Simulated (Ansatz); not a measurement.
## Quasi-harmonic thermodynamics of TcSn (hypothetical, Pm-3m)

Aim: the lattice, expansion, heat capacity and bulk modulus of TcSn (hypothetical) as it warms. The compound is hypothetical: it was made by swapping elements on a known structure type.

Method: DFT PBEsol, scalar-relativistic, plane waves, PAW, in Ansatz 0.2.0.

## (1) Set-up

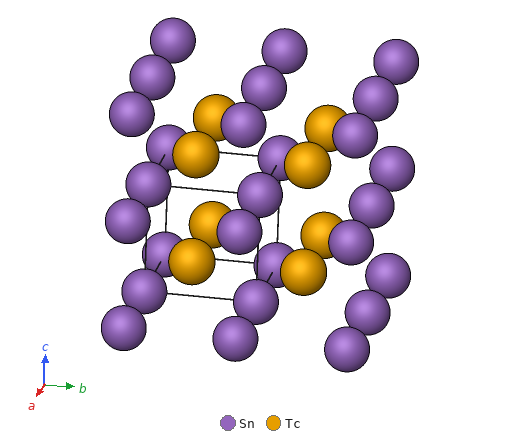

The starting structure, seen from a free direction (tin purple, technetium orange). 2×2×2 cells are drawn. Some periodic images of atoms are drawn too.

## (2) A first coarse run

Before spending time, one coarse run tells the gap and the pressure of the starting cell.

input.yaml

```yaml
crystal:
  lattice:
    - [2.95821, 0.0, 0.0]
    - [0.0, 2.95821, 0.0]
    - [0.0, 0.0, 2.95821]
  atoms:
    - { symbol: Sn, position: [0.0, 0.0, 0.0] }
    - { symbol: Tc, position: [0.5, 0.5, 0.5] }
kpoints:
  mp_grid: { grid: [6, 6, 6] }
hamiltonian:
  xc: pbesol
scf:
  occupations: { method: gaussian, width: 0.1 }
output:
  forces: true
  stress: true
  eigenvalues: true
```

Command:

```console
$ ansatz run input.yaml --threads 4 --pin off --max-ram 8192MiB --backend cpu --events-out ev --progress --plain --runs-dir out
```

Numbers of over 12 decimals in the logs are rounded to 6 here.

What it wrote:

```text
Engine: ansatz 0.2.0, aarch64-unknown-linux-gnu
Pseudopotentials: kind: paw
Pseudopotential: Sn, paw, valence charge 14, recommended cutoff 420 eV (normal), Sn.paw.azcp
Pseudopotential: Tc, paw, valence charge 15, recommended cutoff 500 eV (normal), Tc.paw.azcp
Functional definition: PBEsol
  exchange = pbesol_x
  correlation = pbesol_c
Crystal: 2 atoms, lattice volume = 25.887 Å³
Basis set: ecut = 500 eV, 691 PW (Γ), exchange–correlation on 48×48×48 points (8 copies of the dense FFT grid, shifted against one another)
Bands: 19, of which v1, the nominal top of the filled ones, is band 15 counted from 1 (14 counted from 0)
Symmetry: 48 space group operations
Space group: Pm-3m (ITA 221), of the structure as read, at distance tolerance 3.0e-5 Å
k-points: 20 of 216
Non-local potential: Sn, projectors of the file, l = 0: 2, l = 1: 2, l = 2: 2, l = 3: 2
Non-local potential: Tc, projectors of the file, l = 0: 3, l = 1: 3, l = 2: 2, l = 3: 2
PAW form: soft (Blöchl's): semilocal exchange-correlation on the pseudo side does not see the compensation charge
PAW frozen core: Sn, regenerated for the run's functional, and the local potential with it (the file was generated under x = pbe(κ = 0.804, μ = 0.219515), c = pbe(β = 0.066725))
PAW frozen core: Tc, regenerated for the run's functional, and the local potential with it (the file was generated under x = pbe(κ = 0.804, μ = 0.219515), c = pbe(β = 0.066725))
PAW one-centre angular grid: Sn, 590 points (default); XC on 64 Gauss nodes
PAW one-centre angular grid: Tc, 590 points (default); XC on 64 Gauss nodes
Initial density: superposition of atomic densities (chi_scale 0.1, normalization cell, long waves kept (reshape's long-wave potential 0.00 eV rms))
Initial wavefunctions: pseudopotential atomic-orbital guess
Functional: x = pbesol(κ = 0.804, μ = 0.123457), c = pbesol(β = 0.046)
SCF iter   1: F=—  HF=-11286.249266 eV  |F-HF|=—  |Δ(HF+E_count)|=         —  Δρ=7.25e-2  dr2=2.31e0  ethr=3.10e-3  ⟨swp⟩=5.2  Hψ=1856  notcnv=0
preconditioner: auto → none  [metal: Δε(μ)=0.060 eV  Ē_g=17.300 eV  σ=0.100 eV  W_gap=0.33  n_scr=6 (ndim 8)  ℏωp=33.4 eV  f_vac=0.000  D(μ)=2.00/eV (n_scr^D=26)  sad-step TF]
SCF iter   2: F=—  HF=-11285.879820 eV  |F-HF|=—  |Δ(HF+E_count)|=   3.69e-1  Δρ=5.36e-2  dr2=1.28e0  ethr=3.10e-3  ⟨swp⟩=2.0  Hψ=634  notcnv=0  defer=4
SCF iter   3: F=—  HF=-11285.496977 eV  |F-HF|=—  |Δ(HF+E_count)|=   3.83e-1  Δρ=1.19e-2  dr2=2.23e-2  ethr=3.10e-3  ⟨swp⟩=2.5  Hψ=579  notcnv=0  defer=4
SCF iter   4: F=—  HF=-11285.486181 eV  |F-HF|=—  |Δ(HF+E_count)|=   1.08e-2  Δρ=1.64e-3  dr2=2.24e-4  ethr=7.70e-5  ⟨swp⟩=2.0  Hψ=798  notcnv=0  defer=5
SCF iter   5: F=—  HF=-11285.485699 eV  |F-HF|=—  |Δ(HF+E_count)|=   4.81e-4  Δρ=3.88e-4  dr2=1.37e-5  ethr=7.72e-7  ⟨swp⟩=2.0  Hψ=631  notcnv=0  defer=5
SCF iter   6: F=—  HF=-11285.485675 eV  |F-HF|=—  |Δ(HF+E_count)|=   2.45e-5  Δρ=1.06e-4  dr2=2.45e-6  ethr=4.71e-8  ⟨swp⟩=2.0  Hψ=574  notcnv=0  defer=5
SCF iter   7: F=-11285.485674 eV  HF=-11285.485674 eV  |F-HF|=1.56e-9  |Δ(HF+E_count)|=   4.03e-7  Δρ=7.72e-6  dr2=3.83e-9  ethr=3.45e-10  ⟨swp⟩=4.8  Hψ=1810  notcnv=0
SCF 1 converged in 7 iterations: F = -11285.485674 eV  dr2 = 3.83e-9
  greatest PAW one-centre occupation: 0.993 electrons in one spin orbital (limit 2), on the Sn atom at site 0 (counted from 0), in its partial waves of l = 2
SCF converged after 7 iterations
Free energy (F): -11285.485674 eV
Harris-Foulkes:  -11285.485674 eV  (|F-HF|=1.56e-9)
Internal energy: -11285.468553 eV  (E = F + TS)
E sigma→0 (E₀):  -11285.477114 eV
Entropy (-TS):   -0.017121 eV (-8.561 meV/atom)
Fermi energy:    25.288421 eV
--- Per-component energies (eV) ---
  E_band       = 108.026269
  E_kinetic    = 840.071872
  E_local      = -1381.596064  (includes V_loc(G=0)·N_el)
  E_nonlocal   = 260.865903
  E_hartree    = 638.339789
  E_xc         = -626.488963
  E_vxc        = -403.705537  (∫ρ·V_xc dr)
  E_paw        = -7290.189536  (= ΣΔE_a)
  E_vpaw       = -484.289194  (= ΣTr[D̂ρ^β])
  E_aug_tail   = -0.000012  (compensation charges beyond the density's cutoff)
  E_ewald      = -3726.983227
  E_core_change = 0.511684  (= ΣΔE_core)
  E_smearing   = -0.017121  (= −TS)
  E_closure    = -0.000000  (closes the sum)
  Σ components = -11285.485674   (vs F -11285.485674, Δ=0.00e0)
--- Forces (eV/Å), atoms counted from 1 ---
  atom   1  Sn    -0.00000000     0.00000000    -0.00000000
  atom   2  Tc     0.00000000    -0.00000000    -0.00000000
  max |Σ_I F_I| component: 1.51e-29 eV/Å
--- Stress (GPa, compression-positive) ---
       88.926959       0.000000       0.000000
        0.000000      88.926959       0.000000
        0.000000       0.000000      88.926959
  P = ⅓ Tr σ = 88.9270 GPa (889.270 kbar)
--- Band table (eV; the first three rows and the last of 20) ---
  k-point 0: bands = [... 11 lower, 21.2549, 25.8379, 25.8379, 25.8379, 29.1721, 29.1721, 29.1721, 38.7386]
  k-point 1: bands = [... 11 lower, 21.2853, 24.5446, 24.5446, 25.7837, 27.6834, 31.0502, 31.0502, 36.5002]
  k-point 2: bands = [... 11 lower, 21.3493, 23.0998, 23.0998, 25.6758, 27.1738, 34.3268, 34.3268, 34.5501]
  k-point 19: bands = [... 11 lower, 18.3825, 23.2651, 27.5736, 27.5736, 30.1356, 30.1356, 30.1356, 33.7732]
```

It took 0.85 s on 4 threads of Arm Neoverse V2, shared host; peak memory 0.29 GiB.

In the SCF lines HF is the Harris–Foulkes energy and dr2 the Hartree energy of the density residual, in eV; the loop may stop once dr2 is under the threshold and the program's other checks hold. Hψ counts applications of the Hamiltonian.

This step gave:

| Item | Value |
| --- | --- |
| pressure | 88.93 GPa |
| volume per atom | 12.94 Å³ |
| gap on the k-mesh | 0 eV |

The start is under 89 GPa at this level and looks like a metal on this mesh.

## (3) A loose first relaxation

The start is far from rest, so a relaxation with loose thresholds first brings it near the minimum.

Edit input.yaml of step 2 so:

```diff
@@ -18 +18,6 @@
   eigenvalues: true
+relax:
+  adjacent_minimum: "off"
+  f_tol: 0.05
+  max_steps: 80
+  cell: { stress_tol: 0.5 }
```

What it wrote:

```text
[...]
Crystal: 2 atoms, lattice volume = 25.887 Å³
Basis set: ecut = 500 eV, 691 PW (Γ), exchange–correlation on 48×48×48 points (8 copies of the dense FFT grid, shifted against one another)
Bands: 19, of which v1, the nominal top of the filled ones, is band 15 counted from 1 (14 counted from 0)
Symmetry: 48 space group operations
[...]
k-points: 20 of 216
[...]
SCF iter   1: F=—  HF=-11286.249266 eV  |F-HF|=—  |Δ(HF+E_count)|=         —  Δρ=7.25e-2  dr2=2.31e0  ethr=3.10e-3  ⟨swp⟩=5.2  Hψ=1856  notcnv=0
[...]
SCF iter   7: F=-11285.485674 eV  HF=-11285.485674 eV  |F-HF|=1.56e-9  |Δ(HF+E_count)|=   4.03e-7  Δρ=7.72e-6  dr2=3.83e-9  ethr=3.45e-10  ⟨swp⟩=4.8  Hψ=1810  notcnv=0
SCF 1 converged in 7 iterations: F = -11285.485674 eV  dr2 = 3.83e-9
[...]
relax step   1: F+E_penalty+E_count = -11285.48567440 eV  Δ(F+E_penalty+E_count) = +0.000e0 eV  max|allowed force component| = 1.348e-29 eV/Å  Δτ_max = 0.0000 Å  P = +88.927 GPa  Ω = 25.887 Å³  (7 SCF iters, dr2 threshold 1.00e-7 eV, accepted)
Crystal: 2 atoms, lattice volume = 29.861 Å³
Basis set: ecut = 500 eV, 739 PW (Γ), exchange–correlation on 48×48×48 points (8 copies of the dense FFT grid, shifted against one another)
[...]
iter 1 solved again at ethr=4.30e-4 eV; its pass at ethr=3.10e-3 eV (dr2=1.25e-1 eV) is discarded
[...]
SCF iter   6: F=-11286.846988 eV  HF=-11286.846988 eV  |F-HF|=1.20e-9  |Δ(HF+E_count)|=   1.01e-7  Δρ=4.76e-6  dr2=2.37e-9  ethr=6.90e-10  ⟨swp⟩=5.2  Hψ=1569  notcnv=0
SCF 2 converged in 6 iterations: F = -11286.846988 eV  dr2 = 2.37e-9
[...]
relax step   2: F+E_penalty+E_count = -11286.84698823 eV  Δ(F+E_penalty+E_count) = -1.361e0 eV  max|allowed force component| = 1.874e-30 eV/Å  Δτ_max = 0.0000 Å  P = +27.789 GPa  Ω = 29.861 Å³  energy of the carried Pulay correction = -9.599e-4 eV  (6 SCF iters, dr2 threshold 2.00e-7 eV, accepted)
Crystal: 2 atoms, lattice volume = 32.095 Å³
Basis set: ecut = 500 eV, 799 PW (Γ), exchange–correlation on 48×48×48 points (8 copies of the dense FFT grid, shifted against one another)
[...]
SCF iter   6: F=-11287.084656 eV  HF=-11287.084656 eV  |F-HF|=2.47e-10  |Δ(HF+E_count)|=  6.46e-10  Δρ=1.51e-6  dr2=3.79e-10  ethr=6.87e-11  ⟨swp⟩=2.2  Hψ=1386  notcnv=0
SCF 3 converged in 6 iterations: F = -11287.084656 eV  dr2 = 3.79e-10
relax step   3: F+E_penalty+E_count = -11287.08465628 eV  Δ(F+E_penalty+E_count) = -2.377e-1 eV  max|allowed force component| = 4.503e-30 eV/Å  Δτ_max = 0.0000 Å  P = +7.584 GPa  Ω = 32.095 Å³  energy of the carried Pulay correction = -1.442e-3 eV  (6 SCF iters, dr2 threshold 2.00e-7 eV, accepted)
[...]
relax step   4: F+E_penalty+E_count = -11287.10964058 eV  Δ(F+E_penalty+E_count) = -2.498e-2 eV  max|allowed force component| = 3.155e-30 eV/Å  Δτ_max = 0.0000 Å  P = -0.337 GPa  Ω = 33.248 Å³  energy of the carried Pulay correction = -1.677e-3 eV  (6 SCF iters, dr2 threshold 2.00e-7 eV, accepted)
[...]
relax step   5: F+E_penalty+E_count = -11287.12837627 eV  Δ(F+E_penalty+E_count) = -1.874e-2 eV  max|allowed force component| = 1.045e-29 eV/Å  Δτ_max = 0.0000 Å  P = +0.779 GPa  Ω = 33.248 Å³  stress off target by 7.79e-1 GPa  SCF on the basis re-selected at this cell (its energy is not comparable with the rows above)  (6 SCF iters)
[...]
relax step   6: F+E_penalty+E_count = -11287.12867563 eV  Δ(F+E_penalty+E_count) = -2.994e-4 eV  max|allowed force component| = 2.156e-29 eV/Å  Δτ_max = 0.0000 Å  P = +0.045 GPa  Ω = 33.373 Å³  energy of the carried Pulay correction = -2.064e-5 eV  (6 SCF iters, dr2 threshold 2.00e-7 eV, accepted)
[...]
SCF iter   6: F=-11287.128690 eV  HF=-11287.128690 eV  |F-HF|=0.00e0  |Δ(HF+E_count)|=    0.00e0  Δρ=3.43e-9  dr2=1.29e-15  ethr=1.00e-12  ⟨swp⟩=1.0  Hψ=840  notcnv=0
SCF 7 converged in 6 iterations: F = -11287.128690 eV  dr2 = 1.29e-15
relax step   7: F+E_penalty+E_count = -11287.12869049 eV  Δ(F+E_penalty+E_count) = -1.486e-5 eV  max|allowed force component| = 3.944e-30 eV/Å  Δτ_max = 0.0000 Å  P = +0.045 GPa  Ω = 33.373 Å³  stress off target by 4.52e-2 GPa  SCF on the basis re-selected at this cell (its energy is not comparable with the rows above)  (6 SCF iters)
[...]
SCF converged after 6 iterations
Free energy (F): -11287.128690 eV
[...]
Internal energy: -11287.110236 eV  (E = F + TS)
E sigma→0 (E₀):  -11287.119463 eV
Entropy (-TS):   -0.018455 eV (-9.227 meV/atom)
Fermi energy:    18.734444 eV
[...]
--- Stress (GPa, compression-positive) ---
        0.045199      -0.000000      -0.000000
       -0.000000       0.045199      -0.000000
       -0.000000      -0.000000       0.045199
  P = ⅓ Tr σ = 0.0452 GPa (0.452 kbar)
--- Band table (eV; the first three rows and the last of 20) ---
  k-point 0: bands = [... 11 lower, 15.9516, 19.1322, 19.1322, 19.1322, 21.8815, 21.8815, 21.8815, 28.3606]
  k-point 1: bands = [... 11 lower, 16.0210, 18.2670, 18.2670, 19.1213, 20.4754, 23.2405, 23.2405, 28.8407]
  k-point 2: bands = [... 11 lower, 16.1687, 17.2637, 17.2637, 19.0993, 20.0746, 25.7678, 25.7678, 27.3720]
  k-point 19: bands = [... 11 lower, 13.6791, 15.7766, 20.3518, 20.3518, 22.5688, 22.5688, 22.5688, 25.1177]
--- Relaxed structure (5 steps of the walk, 5 accepted, 2 SCFs on fresh bases) ---
  F+E_penalty+E_count = -11287.12869049 eV   max|allowed force component| = 3.944e-30 eV/Å   (the final SCF, on the basis selected at the relaxed cell)
  cell:  # Å, volume = 33.3732 Å³
    - [3.219581, 0, 0]
    - [0, 3.219581, 0]
    - [0, 0, 3.219581]
  atoms:
    - { symbol: Sn, position: [0, 0, 0] }
    - { symbol: Tc, position: [0.500000, 0.500000, 0.500000] }
```

Elapsed: 2.1 s, on 4 threads; peak memory 0.32 GiB.

Step by step:

```
step  energy less that of the first step (eV)  largest force component (eV/Å)  pressure (GPa)  volume (Å³)
   1                                   0.0000                          0.0000           88.93        25.89
   2                                  -1.3613                          0.0000           27.79        29.86
   3                                  -1.5990                          0.0000            7.58        32.10
   4                                  -1.6240                          0.0000           -0.34        33.25
  5*                                  -1.6427                          0.0000            0.78        33.25
   6                                  -1.6430                          0.0000            0.05        33.37
  7*                                  -1.6430                          0.0000            0.05        33.37
```

Relaxation steps marked * repeat the geometry before them on a plane-wave basis chosen anew for their cell, so energy and pressure can jump there.

The run keeps the 48 symmetry operations that it works with, so distortions that break them were not tested.

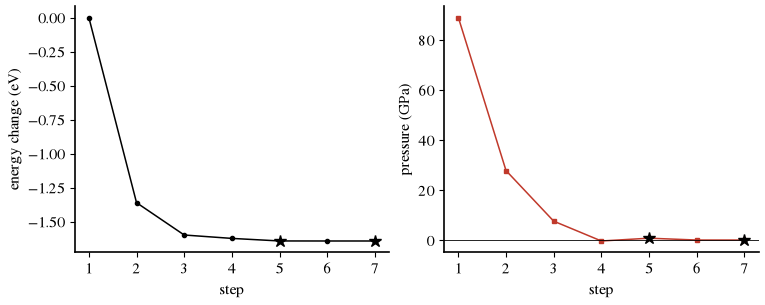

Energy and pressure along the relaxation. Stars mark steps on a basis chosen anew.

```
conventional cell, symmetrised  before  after   change
                         a (Å)   2.958  3.220   +8.8 %
                         b (Å)   2.958  3.220   +8.8 %
                         c (Å)   2.958  3.220   +8.8 %
              volume (Å³/atom)   12.94  16.69  +28.9 %
```

The relaxed structure:

```cif
data_structure
_symmetry_space_group_name_H-M 'P 1'
_symmetry_Int_Tables_number 1
_cell_length_a 3.2196
_cell_length_b 3.2196
_cell_length_c 3.2196
_cell_angle_alpha 90.000
_cell_angle_beta 90.000
_cell_angle_gamma 90.000
_cell_volume 33.37
loop_
_atom_site_label
_atom_site_type_symbol
_atom_site_fract_x
_atom_site_fract_y
_atom_site_fract_z
_atom_site_occupancy
Sn1 Sn 0.00000 0.00000 0.00000 1
Tc2 Tc 0.50000 0.50000 0.50000 1
```

This step gave:

- pressure: 0.04520 GPa
- volume per atom: 16.69 Å³

The relaxation ends with a pressure of 0.05 GPa.

## (4) Finding the static equilibrium

Phonons are second derivatives about a minimum, so cell and atoms are relaxed first, inside the symmetry of the start.

input.yaml, the sections that differ from step 3:

```yaml
crystal:
  lattice:
    - [3.2195805926, 0.0, 0.0]
    - [0.0, 3.2195805926, 0.0]
    - [0.0, 0.0, 3.2195805926]
  atoms:
    - { symbol: Sn, position: [0.0, 0.0, 0.0] }
    - { symbol: Tc, position: [0.5, 0.5, 0.5] }
kpoints:
  mp_grid: { grid: [14, 14, 14] }
relax:
  adjacent_minimum: "off"
  f_tol: 0.005
  max_steps: 80
  cell: { stress_tol: 0.05 }
# hamiltonian, scf, output: as in step 3
```

What it wrote:

```text
[...]
Crystal: 2 atoms, lattice volume = 33.373 Å³
Basis set: ecut = 500 eV, 847 PW (Γ), exchange–correlation on 48×48×48 points (8 copies of the dense FFT grid, shifted against one another)
Bands: 19, of which v1, the nominal top of the filled ones, is band 15 counted from 1 (14 counted from 0)
Symmetry: 48 space group operations
[...]
k-points: 120 of 2744
[...]
k-point 119: bands = [... 11 lower, 13.6509, 15.7501, 20.2813, 20.2813, 22.5100, 22.5100, 22.5100, 25.0652]
--- Relaxed structure (3 steps of the walk, 2 accepted, 1 SCFs on fresh bases) ---
[...]
cell:  # Å, volume = 33.4409 Å³
    - [3.221757, 0, 0.0]
    - [0, 3.221757, 0.0]
    - [0.0, 0.0, 3.221757]
  atoms:
    - { symbol: Sn, position: [0, 0, 0] }
    - { symbol: Tc, position: [0.5, 0.5, 0.5] }
[key lines of the parts left out:]
SCF converged after 7 iterations
Free energy (F): -11287.161636 eV
Fermi energy:    18.684958 eV
P = ⅓ Tr σ = -0.0022 GPa (-0.022 kbar)
```

Run time: 4.7 s. Hardware: 4 threads; peak memory 0.41 GiB; 17 s of CPU time.

Little changed from the start: no atom moved by 0.005 Å and no cell edge by 0.1 %.

Numbers from this step:

| Item | Value |
| --- | --- |
| pressure | -0.002219 GPa |
| volume per atom | 16.72 Å³ |

## (5) Other settings for the ground state: basis.ecutwfc = "51.4 Ry" and scf.n_extra_bands = 8

One run with other settings shows how much the ground state depends on them.

This step: DFT PBEsol, scalar-relativistic, plane waves, PAW; settings changed (Ansatz 0.2.0).

input.yaml

```yaml
crystal:
  lattice:
    - [3.2217568434, 0.0, 0.0]
    - [0.0, 3.2217568434, 0.0]
    - [0.0, 0.0, 3.2217568434]
  atoms:
    - { symbol: Sn, position: [0.0, 0.0, 0.0] }
    - { symbol: Tc, position: [0.5, 0.5, 0.5] }
kpoints:
  mp_grid: { grid: [14, 14, 14] }
hamiltonian:
  xc: pbesol
scf:
  occupations: { method: gaussian, width: 0.1 }
  n_extra_bands: 8
output:
  forces: true
  eigenvalues: true
  stress: true
basis:
  ecutwfc: "51.4 Ry"
```

What it wrote:

```text
[...]
Crystal: 2 atoms, lattice volume = 33.441 Å³
Basis set: ecut = 699.332627 eV, 1365 PW (Γ), exchange–correlation on 60×60×60 points (8 copies of the dense FFT grid, shifted against one another)
Bands: 23, of which v1, the nominal top of the filled ones, is band 15 counted from 1 (14 counted from 0)
Symmetry: 48 space group operations
[...]
k-points: 120 of 2744
[...]
SCF iter   1: F=—  HF=-11287.746696 eV  |F-HF|=—  |Δ(HF+E_count)|=         —  Δρ=5.75e-2  dr2=2.06e0  ethr=3.10e-3  ⟨swp⟩=5.5  Hψ=13828  notcnv=0  defer=20
[...]
SCF iter   7: F=-11287.162266 eV  HF=-11287.162266 eV  |F-HF|=5.70e-9  |Δ(HF+E_count)|=   1.73e-8  Δρ=4.25e-6  dr2=5.72e-9  ethr=3.45e-10  ⟨swp⟩=9.7  Hψ=13826  notcnv=0
SCF 1 converged in 7 iterations: F = -11287.162266 eV  dr2 = 5.72e-9
[...]
SCF converged after 7 iterations
Free energy (F): -11287.162266 eV
[...]
Internal energy: -11287.150945 eV  (E = F + TS)
E sigma→0 (E₀):  -11287.156606 eV
Entropy (-TS):   -0.011321 eV (-5.660 meV/atom)
Fermi energy:    18.684990 eV
[...]
--- Stress (GPa, compression-positive) ---
       -0.005661       0.000000       0.000000
       -0.000000      -0.005661       0.000000
        0.000000       0.000000      -0.005661
  P = ⅓ Tr σ = -0.0057 GPa (-0.057 kbar)
--- Band table (eV; the first three rows and the last of 120) ---
  k-point 0: bands = [... 11 lower, 15.8970, 19.0838, 19.0838, 19.0838, 21.8429, 21.8429, 21.8429, 28.2857, ... 4 higher]
  k-point 1: bands = [... 11 lower, 15.9104, 18.8643, 18.8643, 19.0816, 21.4554, 22.1523, 22.1523, 28.5871, ... 4 higher]
  k-point 2: bands = [... 11 lower, 15.9486, 18.3936, 18.3936, 19.0757, 20.6719, 22.8946, 22.8946, 28.8898, ... 4 higher]
  k-point 119: bands = [... 11 lower, 13.6510, 15.7502, 20.2815, 20.2815, 22.5099, 22.5099, 22.5099, 25.0652, ... 4 higher]
```

It took 2.2 s on 4 threads; peak memory 0.47 GiB.

Numbers from this step:

```yaml
pressure: -0.005661 GPa
```

The run ends at a pressure of -0.01 GPa.

## (6) Relaxing to small residual forces and stress

The relaxation is repeated with tighter thresholds on force and stress, since phonons are sensitive to what is left; a change of mesh or smearing in the input moves the cell too.

This step: DFT PBEsol, scalar-relativistic, plane waves, PAW (Ansatz 0.2.0).

input.yaml, the sections that differ from step 5:

```yaml
kpoints:
  mp_grid: { grid: [16, 16, 16] }
scf:
  occupations: { method: methfessel_paxton, width: 0.2 }
output:
  forces: true
  stress: true
  eigenvalues: true
relax:
  adjacent_minimum: "off"
  f_tol: 0.001
  max_steps: 60
  cell: { stress_tol: 0.01 }
# crystal, hamiltonian: as in step 5
# basis: removed
```

What it wrote:

```text
[...]
Crystal: 2 atoms, lattice volume = 33.441 Å³
Basis set: ecut = 500 eV, 847 PW (Γ), exchange–correlation on 48×48×48 points (8 copies of the dense FFT grid, shifted against one another)
Bands: 19, of which v1, the nominal top of the filled ones, is band 15 counted from 1 (14 counted from 0)
Symmetry: 48 space group operations
[...]
k-points: 165 of 4096
[...]
k-point 164: bands = [... 11 lower, 13.6597, 15.7625, 20.2961, 20.2961, 22.5240, 22.5240, 22.5240, 25.0812]
--- Relaxed structure (3 steps of the walk, 2 accepted, 1 SCFs on fresh bases) ---
[...]
cell:  # Å, volume = 33.4231 Å³
    - [3.221186, 0.0, 0.0]
    - [0.0, 3.221186, 0.0]
    - [0.0, 0.0, 3.221186]
  atoms:
    - { symbol: Sn, position: [0.0, 0, 0] }
    - { symbol: Tc, position: [0.500000, 0.500000, 0.500000] }
[key lines of the parts left out:]
SCF converged after 4 iterations
Free energy (F): -11287.160452 eV
Fermi energy:    18.691649 eV
P = ⅓ Tr σ = -0.0005 GPa (-0.005 kbar)
```

Run time: 5.9 s. Hardware: 4 threads; peak memory 0.44 GiB.

Little changed from the start: no atom moved by 0.005 Å and no cell edge by 0.1 %.

Numbers from this step:

| Item | Value |
| --- | --- |
| pressure | -4.87e-4 GPa |
| volume per atom | 16.71 Å³ |

The residual pressure is -4.9e-4 GPa, small enough for phonons.

[end of part 1 of 3]

[Logs are printed without paths, hosts, clocks, repeated set-up lines and the standing remarks that a program may print on its own settings, such as how far it seeks lower states.]

[Hosts, paths, dates, database ids (printed as entryN), source tags and the programs' standing remarks are cut or masked in the printed files.]

[A step with changed settings may run another functional than the one named; its input shows which.]

[Pressures of single members of a volume series are the stress at the run's cutoff; with an incomplete basis they can lie off −dE/dV of the same runs, and they are not shown converged.]
